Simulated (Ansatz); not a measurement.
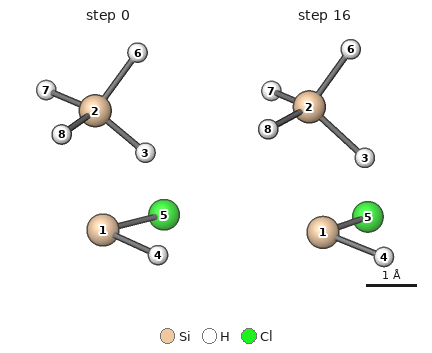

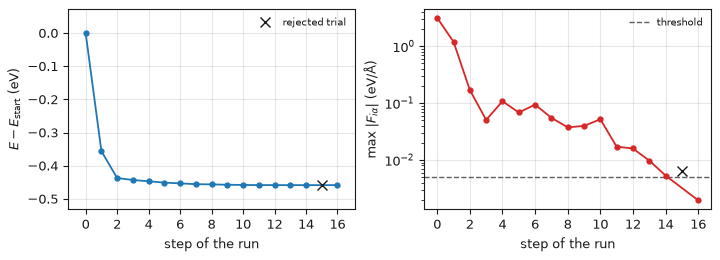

First and last geometry of a relaxation of Si2H5Cl (started from a transition state, displaced along its imaginary mode), with the history of the run. The picture is a ball-and-stick view, seen from a free direction.

Theory: RKS PBE0-D4/def2-TZVP in Ansatz 0.2.0.

The input:
```yaml
crystal:
  periodic: [false, false, false]
  atoms:
    - {symbol: Si, position_ang: [-1.472541, 0.700105, -0.185709]}
    - {symbol: Si, position_ang: [0.896775, -0.167397, 0.567377]}
    - {symbol: H, position_ang: [-0.000666, -0.570269, -0.355496]}
    - {symbol: H, position_ang: [-2.090949, -0.727235, -0.388158]}
    - {symbol: Cl, position_ang: [-1.163961, 1.175277, -2.238770]}
    - {symbol: H, position_ang: [2.004947, -1.016514, 0.073894]}
    - {symbol: H, position_ang: [1.421204, 1.225577, 0.642832]}
    - {symbol: H, position_ang: [0.405191, -0.619544, 1.883931]}
basis:
  gaussian: {orbitals: def2-TZVP}
hamiltonian: {xc: pbe0, dispersion: d4}
relax: {f_tol: 0.005, max_steps: 200}
```

Command:
```bash
ansatz run in.yaml --threads 2 --pin off --events-out ev --progress --plain --max-ram 4352MiB
```

Question: What do the curves and the structures tell?

Answer: It converged. The atom that moves furthest after the best rigid fit is Cl5 (0.26 Å). By element the largest moves are Cl 0.26 Å, H 0.24 Å, Si 0.14 Å. Among the contacts that change: Si2–H3 1.349 → 1.547 Å, Si1–Si2 2.633 → 2.737 Å, Si1–H3 1.952 → 1.875 Å, Si1–H4 1.569 → 1.521 Å. Among the angles between lasting bonds that change: H3–Si2–H7 123.2° → 112.7°, H3–Si2–H6 95.7° → 99.1°, H6–Si2–H7 106.8° → 110.1°. Over 15 accepted moves (16 points after the start) the energy falls by 0.458 eV. Largest force component: 3.2 eV/Å at the start, 0.0019 eV/Å at the end. The line search rejected the trial step at point 15 of the run. The run took 39 s on 2 threads of Intel Xeon Platinum 8488C, with other jobs on the host.
